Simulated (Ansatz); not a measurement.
**Run report: B2SiH3Br, phonon calculation**

The run: phonon calculation of B2SiH3Br. Method and program: UKS B3LYP/def2-SVP (Ansatz 0.2.0).

It belongs to a series of runs on one base structure; here: vibrations at the highest image of the band.

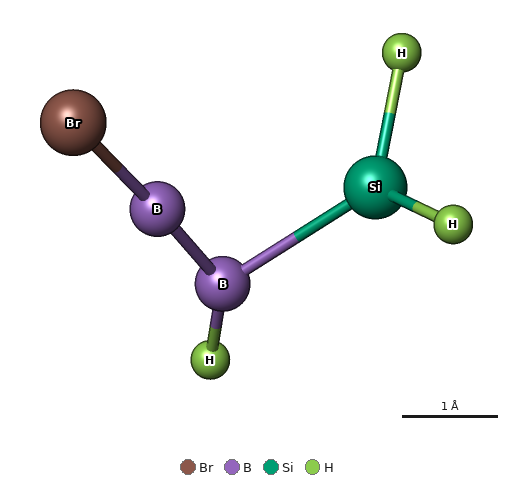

Fig. 1: The structure as given in the input (ball-and-stick view, seen at a tilt).

Input:
```yaml
crystal:
  periodic: [false, false, false]
  atoms:
    - { symbol: Br, position_ang: [-1.674718, -2.146215, 0.829668] }
    - { symbol: B, position_ang: [-0.138132, -1.1699, 0.43215] }
    - { symbol: B, position_ang: [1.178273, -0.403304, 0.118213] }
    - { symbol: Si, position_ang: [-0.099398, 1.04556, -0.400766] }
    - { symbol: H, position_ang: [2.376745, -0.43221, 0.104973] }
    - { symbol: H, position_ang: [-0.768202, 1.949265, 0.580485] }
    - { symbol: H, position_ang: [-0.813369, 1.088703, -1.710423] }
magnetization:
  spin_polarized: true
basis:
  gaussian: { orbitals: def2-SVP }
hamiltonian:
  xc: b3lyp
phonons: {}
```

Machine: 2 threads of Intel Xeon (Sapphire Rapids), 16 GiB of memory available, shared host.

Run as:
```bash
ansatz run input.yaml --threads 2 --pin off --max-ram 3072MiB --backend cpu --events-out ev --progress --plain --runs-dir out
```

The program's output:
```
Engine: ansatz 0.2.0, x86_64-unknown-linux-gnu
Functional definition: B3LYP
  parameter a0 = 0.2
  parameter ax = 0.72
  parameter ac = 0.81
  exchange = (1 - a0 - ax)*slater_x + ax*b88_x + a0*exact_x
  correlation = (1 - ac)*vwn_rpa_c + ac*lyp_c
995 factors; integrals over basis functions are off by at most 3.5e-4 eV
mean field evaluation 1: about -79304.4996 eV, gradient 3.1e1 eV
mean field evaluation 2: about -79287.2923 eV, gradient 5.2e1 eV
mean field evaluation 4: about -79310.7103 eV, gradient 9.7e0 eV
mean field evaluation 8: about -79311.4592 eV, gradient 3.3e-1 eV
mean field evaluation 16: about -79311.5866 eV, gradient 4.0e-1 eV
mean field evaluation 32: about -79287.8413 eV, gradient 5.1e1 eV
mean field -79312.13556284 eV, -2914.6672222382 hartree, gradient 1.1e-5 eV, S^2 1.010946; 6 other end points of the search recorded, 0 dependent functions left out
the calculation of the forces begins
reference -79312.13581728 eV, -2914.6672315884 hartree; 31, 31 occupied and 62, 62 virtual orbitals, 995 factors
these checks for a lower state are left out or cut short: stability, starts, cluster_reference, orbital_swaps, neighbouring_geometries, increment
995 factors; integrals over basis functions are off by at most 3.5e-4 eV
mean field -79312.13551703 eV, -2914.6672205546 hartree, gradient 2.2e-6 eV, S^2 1.010944; 0 other end points of the search recorded, 0 dependent functions left out
[... from here on the field's lines of each further geometry are left out, up to the last ...]
the calculation of the forces begins
reference -79312.13577228 eV, -2914.6672299348 hartree; 31, 31 occupied and 62, 62 virtual orbitals, 995 factors
these checks for a lower state are left out or cut short: stability, starts, cluster_reference, orbital_swaps, neighbouring_geometries, increment
995 factors; integrals over basis functions are off by at most 3.5e-4 eV
mean field -79312.13552146 eV, -2914.6672207175 hartree, gradient 1.8e-6 eV, S^2 1.010945; 0 other end points of the search recorded, 0 dependent functions left out
the calculation of the forces begins
reference -79312.13577594 eV, -2914.6672300691 hartree; 31, 31 occupied and 62, 62 virtual orbitals, 995 factors
WARN: phonons: modes at or below zero, which the zero-point energy, F, S and C_V leave out: 2, the lowest at -693.51 cm⁻¹. A minimum has none, and a first-order saddle one
Total energy: -79312.13581728 eV, -2914.6672315884 hartree
Atom 0 at    -1.674718    -2.146215     0.829668 Å, force     0.000282     0.001636    -0.000708 eV/Å
Atom 1 at    -0.138132    -1.169900     0.432150 Å, force     0.003274    -0.001835     0.001300 eV/Å
Atom 2 at     1.178273    -0.403304     0.118213 Å, force    -0.004626    -0.001316     0.000531 eV/Å
Atom 3 at    -0.099398     1.045560    -0.400766 Å, force     0.003044     0.002616    -0.001170 eV/Å
Atom 4 at     2.376745    -0.432210     0.104973 Å, force    -0.001172     0.000997    -0.000627 eV/Å
Atom 5 at    -0.768202     1.949265     0.580485 Å, force    -0.000594    -0.001016     0.001342 eV/Å
Atom 6 at    -0.813369     1.088703    -1.710423 Å, force    -0.000208    -0.001081    -0.000667 eV/Å
Dipole moment:    -0.203415     0.050354    -0.014893 e Å
Vibrations: -693.51 -52.87 111.22 242.90 376.48 456.26 493.36 499.99 578.26 692.12 941.20 1284.59 2203.11 2216.02 2664.24 cm⁻¹, zero-point energy 0.791004 eV
```

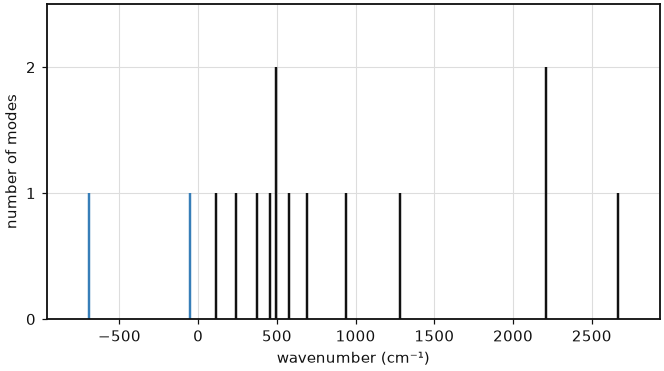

Fig. 2: Harmonic vibrational wavenumbers from the force constants; neighbouring modes closer than 15 cm⁻¹ are counted in one stick, and imaginary ones are drawn at negative wavenumbers. 15 modes from 694i to 2664 cm⁻¹, 2 imaginary beyond 8i (694i, 53i cm⁻¹): not a minimum.

Key numbers:

```json
{"quantity": "outcome", "value": "converged"}
{"quantity": "total energy", "value": "−79312.1358 eV"}
{"quantity": "mean-field energy", "value": "−79312.1358 eV"}
{"quantity": "⟨S²⟩", "value": "1.011"}
{"quantity": "largest force (length of the vector)", "value": "0.005 eV/Å"}
{"quantity": "wall time", "value": "73 s (CPU time 2.3 min)"}
{"quantity": "peak memory", "value": "0.32 GiB"}
```

Remarks:

⟨S²⟩ is 1.01 against 0.00 for a pure state: the solution is spin-contaminated.
